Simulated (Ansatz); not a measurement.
# (GaN)1(MgO)3 [0001] superlattice, started as wurtzite: phonons and vibrational spectra

How does (GaN)1(MgO)3 [0001] superlattice, started as wurtzite vibrate, and is this structure a minimum?

Main program and level: Ansatz 0.2.0; DFT PBEsol, scalar-relativistic, plane waves, PAW.

The structure was built from a prototype and need not be the compound's stable phase.

## Step 1: Starting point

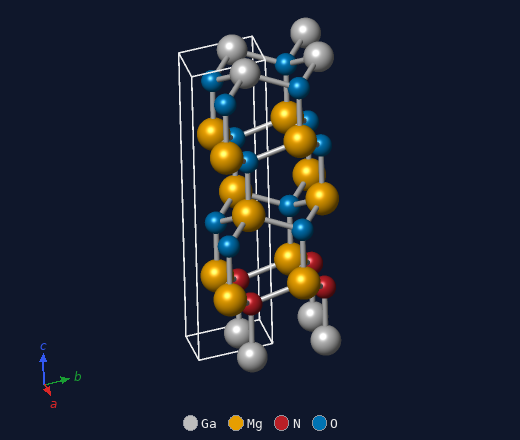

Start, viewed slightly off an axis; gallium light grey, magnesium orange, nitrogen red, oxygen blue. 2×2×1 cells are drawn. Some periodic images of atoms are drawn too.

Coordinates:

```
Ga Mg N O
1.0
     3.25750    0.00000    0.00000
    -1.62875    2.82108    0.00000
     0.00000    0.00000   10.24500
Ga Mg N O
1 3 1 3
Direct
  0.33333 0.66667 0.00000
  0.66667 0.33333 0.25000
  0.33333 0.66667 0.50000
  0.66667 0.33333 0.75000
  0.33333 0.66667 0.18750
  0.66667 0.33333 0.43750
  0.33333 0.66667 0.68750
  0.66667 0.33333 0.93750
```

## Step 2: Rough relaxation

A rough relaxation comes first, because large forces or stress need no tight tolerances yet.

File input.yaml:

```yaml
crystal:
  lattice:
    - [3.2575, 0.0, 0.0]
    - [-1.62875, 2.82108, 0.0]
    - [0.0, 0.0, 10.245]
  atoms:
    - { symbol: Ga, position: [0.333333, 0.666667, 0.0] }
    - { symbol: Mg, position: [0.666667, 0.333333, 0.25] }
    - { symbol: Mg, position: [0.333333, 0.666667, 0.5] }
    - { symbol: Mg, position: [0.666667, 0.333333, 0.75] }
    - { symbol: "N", position: [0.333333, 0.666667, 0.1875] }
    - { symbol: O, position: [0.666667, 0.333333, 0.4375] }
    - { symbol: O, position: [0.333333, 0.666667, 0.6875] }
    - { symbol: O, position: [0.666667, 0.333333, 0.9375] }
kpoints:
  mp_grid: { grid: [9, 9, 2] }
hamiltonian:
  xc: pbesol
scf:
  occupations: { method: gaussian, width: 0.1 }
output:
  forces: true
  stress: true
  eigenvalues: true
relax:
  adjacent_minimum: "off"
  f_tol: 0.05
  max_steps: 80
  cell: { stress_tol: 0.5 }
```

Run with:

```sh
$ ansatz run input.yaml --threads 4 --pin off --max-ram 14336MiB --backend cpu --events-out ev --progress --plain --runs-dir out
```

Numbers of over 12 decimals in the logs are rounded to 6 here.

The log of the run:

```text
[...]
atoms:
    - { symbol: Ga, position: [0.333333, 0.666667, 0.011520] }
    - { symbol: Mg, position: [0.666667, 0.333333, 0.248970] }
    - { symbol: Mg, position: [0.333333, 0.666667, 0.490760] }
    - { symbol: Mg, position: [0.666667, 0.333333, 0.731070] }
    - { symbol: N, position: [0.333333, 0.666667, 0.189887] }
    - { symbol: O, position: [0.666667, 0.333333, 0.451090] }
    - { symbol: O, position: [0.333333, 0.666667, 0.691347] }
    - { symbol: O, position: [0.666667, 0.333333, 0.935355] }
[key lines of the parts left out:]
SCF converged after 6 iterations
Free energy (F): -11547.777758 eV
Fermi energy:    7.496439 eV
P = ⅓ Tr σ = 0.0648 GPa (0.648 kbar)
```

Elapsed: 18 s, on 4 threads of Arm Neoverse V1, shared host; peak memory 0.44 GiB; 66 s of CPU time.

Step by step:

| step | energy less that of the first step (eV) | largest force component (eV/Å) | pressure (GPa) | volume (Å³) |
| --- | --- | --- | --- | --- |
| 1 | 0.0000 | 3.6487 | 4.35 | 94.15 |
| 2 | -0.4172 | 1.9377 | 1.52 | 95.60 |
| 3 | -0.5539 | 0.3521 | -1.62 | 97.42 |
| 4 | -0.5858 | 0.2327 | -0.30 | 96.25 |
| 5 | -0.5918 | 0.0319 | -0.09 | 96.22 |
| 6* | -0.6016 | 0.0327 | 0.06 | 96.22 |

Relaxation steps marked * repeat the geometry before them on a plane-wave basis chosen anew for their cell, so energy and pressure can jump there.

The run keeps the 6 symmetry operations that it works with, so distortions that break them were not tested.

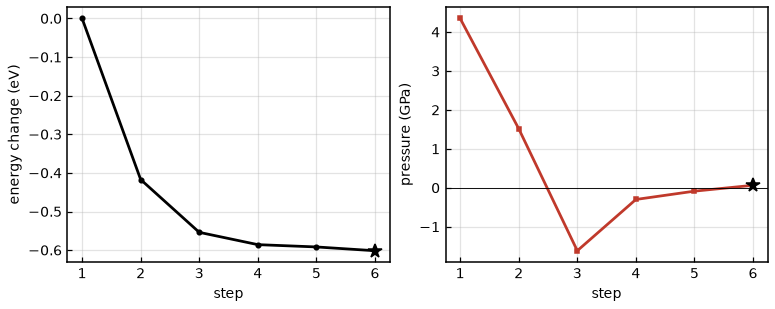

Energy and pressure along the relaxation. Stars mark steps on a basis chosen anew.

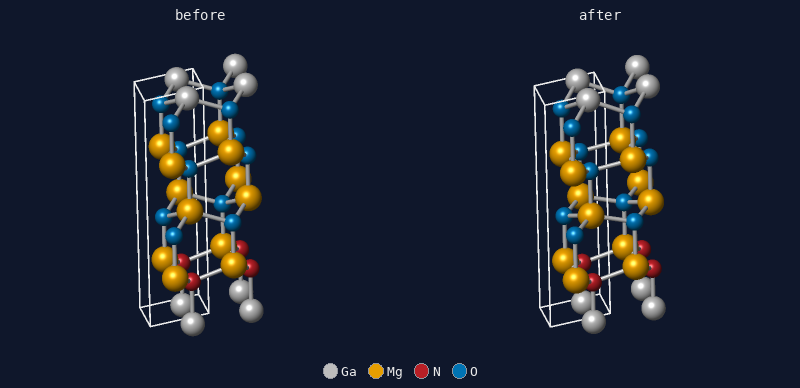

The structure before and after the relaxation, drawn at the same scale.

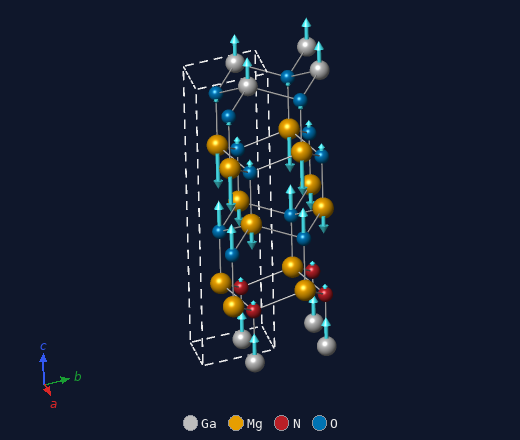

Displacements in the relaxation, exaggerated, measured against the changing cell; the longest in the cell stands for 0.19 Å. 2×2×1 cells are drawn. Some periodic images of atoms are drawn too.

| conventional cell, symmetrised | before | after | change |
| --- | --- | --- | --- |
| a (Å) | 3.258 | 3.323 | +2.0 % |
| b (Å) | 3.258 | 3.323 | +2.0 % |
| c (Å) | 10.245 | 10.063 | -1.8 % |
| volume (Å³/atom) | 11.77 | 12.03 | +2.2 % |

The atoms that moved most (Å, as changes of fractional coordinates times the final cell):

```csv
atom,dx,dy,dz,length
Mg4,0.000,0.000,-0.191,0.191
O6,0.000,0.000,0.137,0.137
Ga1,0.000,0.000,0.116,0.116
Mg3,0.000,0.000,-0.093,0.093
O7,0.000,0.000,0.039,0.039
N5,0.000,0.000,0.024,0.024
O8,0.000,0.000,-0.022,0.022
Mg2,0.000,0.000,-0.010,0.010
```

This step gave:

```
pressure          : 0.06475 GPa
volume per atom   : 12.03 Å³
gap on the k-mesh : 0 eV
```

In this step the volume went from 11.77 to 12.03 Å³/atom.

## Step 3: Bringing the structure to rest

Harmonic phonons are second derivatives at a point where the forces vanish, and they are wanted at zero stress, so atoms and cell are relaxed first.

File input.yaml:

```yaml
crystal:
  lattice:
    - [3.3227556192, 0.0, 0.0]
    - [-1.6613778096, 2.8775907768, 0.0]
    - [0.0, 0.0, 10.0632056683]
  atoms:
    - { symbol: Ga, position: [0.3333333333, 0.6666666667, 0.0115203891] }
    - { symbol: Mg, position: [0.6666666667, 0.3333333333, 0.2489702766] }
    - { symbol: Mg, position: [0.3333333333, 0.6666666667, 0.4907596735] }
    - { symbol: Mg, position: [0.6666666667, 0.3333333333, 0.731069617] }
    - { symbol: "N", position: [0.3333333333, 0.6666666667, 0.1898872012] }
    - { symbol: O, position: [0.6666666667, 0.3333333333, 0.4510898694] }
    - { symbol: O, position: [0.3333333333, 0.6666666667, 0.6913474867] }
    - { symbol: O, position: [0.6666666667, 0.3333333333, 0.9353554865] }
kpoints:
  mp_grid: { grid: [12, 12, 4] }
hamiltonian:
  xc: pbesol
scf:
  occupations: { method: gaussian, width: 0.1 }
output:
  forces: true
  stress: true
  eigenvalues: true
relax:
  adjacent_minimum: "off"
  f_tol: 0.005
  max_steps: 80
  cell: { stress_tol: 0.05 }
```

The log of the run:

```text
[...]
Crystal: 8 atoms, lattice volume = 96.220 Å³
Basis set: ecut = 420 eV, 1953 PW (Γ), exchange–correlation on 48×48×144 points (8 copies of the dense FFT grid, shifted against one another)
Bands: 41, of which v1, the nominal top of the filled ones, is band 33 counted from 1 (32 counted from 0)
Symmetry: 6 space group operations
[...]
k-points: 69 of 576 (time reversal used)
[...]
atoms:
    - { symbol: Ga, position: [0.333333, 0.666667, 0.011658] }
    - { symbol: Mg, position: [0.666667, 0.333333, 0.248747] }
    - { symbol: Mg, position: [0.333333, 0.666667, 0.490796] }
    - { symbol: Mg, position: [0.666667, 0.333333, 0.731098] }
    - { symbol: N, position: [0.333333, 0.666667, 0.189927] }
    - { symbol: O, position: [0.666667, 0.333333, 0.451008] }
    - { symbol: O, position: [0.333333, 0.666667, 0.691378] }
    - { symbol: O, position: [0.666667, 0.333333, 0.935388] }
[key lines of the parts left out:]
SCF converged after 7 iterations
Free energy (F): -11547.776785 eV
Fermi energy:    7.489400 eV
P = ⅓ Tr σ = 0.0023 GPa (0.023 kbar)
```

It took 27 s on 4 threads; peak memory 0.55 GiB; 1.7 min of CPU time.

Little changed from the start: no atom moved by 0.005 Å and no cell edge by 0.1 %.

Numbers from this step:

| Item | Value |
| --- | --- |
| pressure | 0.002305 GPa |
| volume per atom | 12.04 Å³ |

In this step the volume went from 12.03 to 12.04 Å³/atom.

## Step 4: Tight relaxation

Phonons need a cell at rest on their own settings, so the relaxation is repeated with tight tolerances on forces and stress, using the mesh and the filling of the phonon run that follows.

File input.yaml:

```yaml
crystal:
  lattice:
    - [3.3230835087, 0.0, 0.0]
    - [-1.6615417543, 2.8778747374, 0.0]
    - [0.0, 0.0, 10.0676020835]
  atoms:
    - { symbol: Ga, position: [0.3333333333, 0.6666666667, 0.0116584066] }
    - { symbol: Mg, position: [0.6666666667, 0.3333333333, 0.2487466119] }
    - { symbol: Mg, position: [0.3333333333, 0.6666666667, 0.4907963808] }
    - { symbol: Mg, position: [0.6666666667, 0.3333333333, 0.7310980726] }
    - { symbol: "N", position: [0.3333333333, 0.6666666667, 0.1899267106] }
    - { symbol: O, position: [0.6666666667, 0.3333333333, 0.4510076333] }
    - { symbol: O, position: [0.3333333333, 0.6666666667, 0.6913781502] }
    - { symbol: O, position: [0.6666666667, 0.3333333333, 0.935388034] }
kpoints:
  mp_grid: { grid: [12, 12, 4] }
hamiltonian:
  xc: pbesol
scf:
  occupations: { method: methfessel_paxton, width: 0.2 }
output:
  forces: true
  stress: true
  eigenvalues: true
  write_density: true
  write_potential: true
  elf: true
  volumetric_format: npy
relax:
  adjacent_minimum: "off"
  f_tol: 0.001
  max_steps: 60
  cell: { stress_tol: 0.01 }
```

The log of the run:

```text
[...]
Crystal: 8 atoms, lattice volume = 96.281 Å³
Basis set: ecut = 420 eV, 1953 PW (Γ), exchange–correlation on 48×48×144 points (8 copies of the dense FFT grid, shifted against one another)
Bands: 41, of which v1, the nominal top of the filled ones, is band 33 counted from 1 (32 counted from 0)
Symmetry: 6 space group operations
[...]
k-points: 69 of 576 (time reversal used)
[...]
atoms:
    - { symbol: Ga, position: [0.333333, 0.666667, 0.011692] }
    - { symbol: Mg, position: [0.666667, 0.333333, 0.248733] }
    - { symbol: Mg, position: [0.333333, 0.666667, 0.490793] }
    - { symbol: Mg, position: [0.666667, 0.333333, 0.731085] }
    - { symbol: N, position: [0.333333, 0.666667, 0.189922] }
    - { symbol: O, position: [0.666667, 0.333333, 0.451019] }
    - { symbol: O, position: [0.333333, 0.666667, 0.691383] }
    - { symbol: O, position: [0.666667, 0.333333, 0.935373] }
[key lines of the parts left out:]
SCF converged after 8 iterations
Free energy (F): -11547.774660 eV
Fermi energy:    7.482078 eV
P = ⅓ Tr σ = -0.0003 GPa (-0.003 kbar)
```

The job ended after 46 s (4 threads; peak memory 0.56 GiB; 3 min of CPU time).

Little changed from the start: no atom moved by 0.005 Å and no cell edge by 0.1 %.

This step gave:

- pressure: -2.93e-4 GPa
- volume per atom: 12.03 Å³

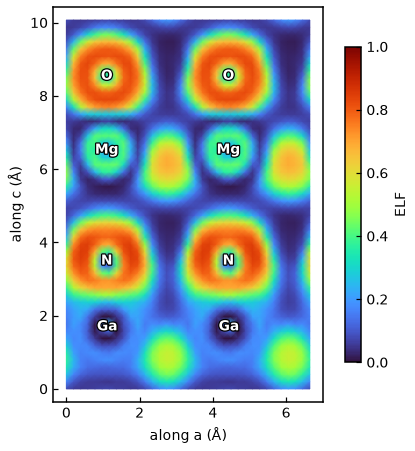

ELF in the ac plane at fractional y = 0.667, with atoms of Ga and Mg and N and O within 0.2 Å of it. It is the smooth field of the valence electrons, not physical close to the nuclei. The map starts off the cell's origin, so that atoms lie inside it.

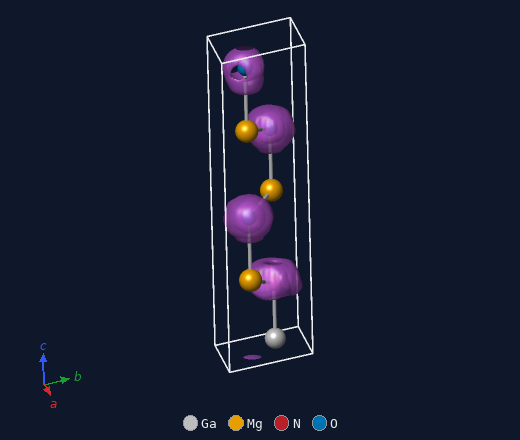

Surface of ELF = 0.8.

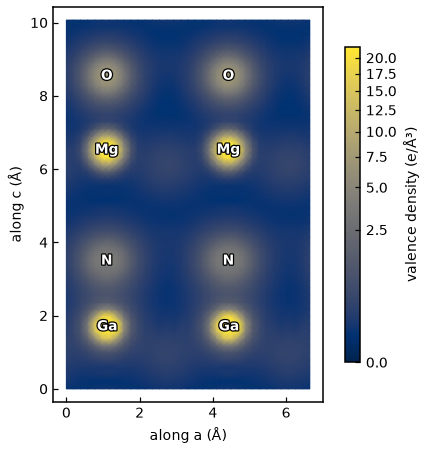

Valence density in the ac plane at fractional y = 0.667, with atoms of Ga and Mg and N and O within 0.2 Å of it. It is the smooth field of the valence electrons, not physical close to the nuclei. The map starts off the cell's origin, so that atoms lie inside it. The colour scale is stretched toward low values.

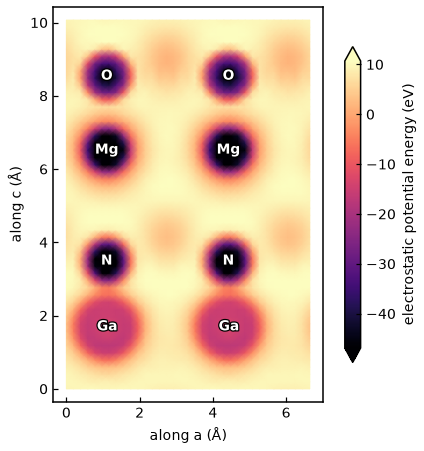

Electrostatic potential energy in the ac plane at fractional y = 0.667, with atoms of Ga and Mg and N and O within 0.2 Å of it. With pseudopotentials it is smooth inside the atoms' cores, unlike the true potential. The map starts off the cell's origin, so that atoms lie inside it.

The largest force component left is 0.55 meV/Å and the pressure is 0.000 GPa, within the tolerances set. The cell now holds 12.03 Å³/atom.

## Step 5: Zone-centre response

The zone centre is the only wavevector solved here; it holds the modes that light can see, as far as symmetry allows. No field response is asked, since the mesh shows no gap.

File input.yaml:

```yaml
crystal:
  lattice:
    - [3.3228861999, 0.0, 0.0]
    - [-1.6614430999, 2.877703863, 0.0]
    - [0.0, 0.0, 10.0686012806]
  atoms:
    - { symbol: Ga, position: [0.3333333333, 0.6666666667, 0.0116921515] }
    - { symbol: Mg, position: [0.6666666667, 0.3333333333, 0.248732783] }
    - { symbol: Mg, position: [0.3333333333, 0.6666666667, 0.4907926801] }
    - { symbol: Mg, position: [0.6666666667, 0.3333333333, 0.7310852432] }
    - { symbol: "N", position: [0.3333333333, 0.6666666667, 0.1899219343] }
    - { symbol: O, position: [0.6666666667, 0.3333333333, 0.4510193006] }
    - { symbol: O, position: [0.3333333333, 0.6666666667, 0.6913829482] }
    - { symbol: O, position: [0.6666666667, 0.3333333333, 0.9353729591] }
kpoints:
  mp_grid: { grid: [12, 12, 4] }
hamiltonian:
  xc: pbesol
scf:
  occupations: { method: methfessel_paxton, width: 0.2 }
output:
  eigenvalues: true
phonons:
  method: dfpt
```

The log of the run:

```text
[...]
Crystal: 8 atoms, lattice volume = 96.279 Å³
Basis set: ecut = 420 eV, 1953 PW (Γ), exchange–correlation on 48×48×144 points (8 copies of the dense FFT grid, shifted against one another)
Bands: 41, of which v1, the nominal top of the filled ones, is band 33 counted from 1 (32 counted from 0)
Symmetry: 6 space group operations
k-points: 164 of 576 (irreducible under 2 space group operations, time reversal used)
[...]
SCF iter   1: F=—  HF=-11547.861465 eV  |F-HF|=—  |Δ(HF+E_count)|=         —  Δρ=1.53e-2  dr2=3.44e-1  ethr=1.77e-3  ⟨swp⟩=5.7  Hψ=27024  notcnv=0  defer=1
[...]
SCF iter  13: F=-11547.774660 eV  HF=-11547.774660 eV  |F-HF|=3.64e-12  |Δ(HF+E_count)|=  1.09e-11  S|Δr|=    0.00e0  Δρ=8.67e-8  dr2=6.59e-12  ethr=1.00e-12  ⟨swp⟩=10.5  Hψ=36062  notcnv=0
SCF 1 converged in 13 iterations: F = -11547.774660 eV  dr2 = 6.59e-12
[...]
DFPT response loops at Γ: preconditioner auto → Kerker (q_TF=auto, 2.562 Å⁻¹) (partly filled bands, converged f_vac=0.026); β = 1.00, the filter's whole step (`scf.mixing.beta` (0.50) is not read by the response loops under this deck's `scf.mixing.preconditioner`; to damp them name `kerker` or `kerker_dos`, under which they read `scf.mixing.beta`, and type it under 1.00, their step now; both keys bind the ground state too); Broyden in place of MSR1
SCF converged after 13 iterations
[...]
Free energy (F): -11547.774660 eV
[...]
Internal energy: -11547.778191 eV  (E = F + TS)
E sigma→0 (E₀):  -11547.775543 eV
Entropy (-TS):   0.003532 eV (0.441 meV/atom)
Fermi energy:    7.482079 eV
[...]
--- Band table (eV; the first three rows and the last of 164) ---
  k-point 0: bands = [... 29 lower, 4.8477, 5.5423, 7.1956, 7.4135, 7.4135, 10.3464, 11.7155, 13.4956, ... 4 higher]
  k-point 1: bands = [... 29 lower, 4.8483, 5.2103, 7.4138, 7.4138, 7.4422, 10.0964, 11.9663, 13.3994, ... 4 higher]
  k-point 2: bands = [... 29 lower, 4.8484, 4.8484, 7.4138, 7.4138, 7.6714, 9.8671, 12.2066, 13.2754, ... 4 higher]
  k-point 163: bands = [... 29 lower, 4.5628, 5.2608, 5.3542, 6.2477, 11.0277, 12.0633, 12.9533, 13.4184, ... 4 higher]
--- Phonons (Γ-DFPT): 16 representative perturbations + reference, on 164 of 576 k-points (Σ response iterations 52) ---
  k mesh reduced under 2 symmetry operations, with k and −k counted as one. Each operation leaves every solved perturbation unchanged. A smaller set is not used because it would not reduce the number of displacements times k-points to solve
  ASR residual: 1.730e-4 → 0.000e0 eV/Å²; symmetrization residual: 6.718e-6 eV/Å²
  ASR residual per site (eV/Å²): 1.61e-5 3.77e-5 6.51e-5 1.73e-4 5.22e-5 1.10e-4 7.23e-5 2.53e-5
  Γ frequencies (cm⁻¹): 0.00 0.00 0.00 95.77 95.77 136.36 136.36 183.39 183.39 196.32 262.64 262.64 267.82 387.69 415.33 518.72 550.14 550.14 551.54 551.54 558.63 570.85 570.85 781.68
  non-analytic LO–TO correction: not included (Born effective charges unavailable; polar crystals: no LO–TO splitting at Γ)
```

Run time: 4.6 min. Hardware: 4 threads; peak memory 2.1 GiB; 18 min of CPU time.

The column dr2 measures how far the density is from self-consistency, as an energy; F and HF (Harris–Foulkes) agree once it is small.

Numbers from this step:

| Quantity | Value |
| --- | --- |
| sum-rule residual before enforcement | 1.73e-4 eV/Å² |
| point group | 3m |
| highest optical mode at the zone centre (no LO-TO term) | 781.7 cm⁻¹ |
| lowest optical zone-centre mode | 95.77 cm⁻¹ |

(Part 1 of 2 ends here.)

[Logs are printed without paths, hosts, clocks, repeated set-up lines and the standing remarks that a program may print on its own settings, such as how far it seeks lower states.]

[Hosts, paths, dates, database ids (printed as entryN), source tags and the programs' standing remarks are cut or masked in the printed files.]
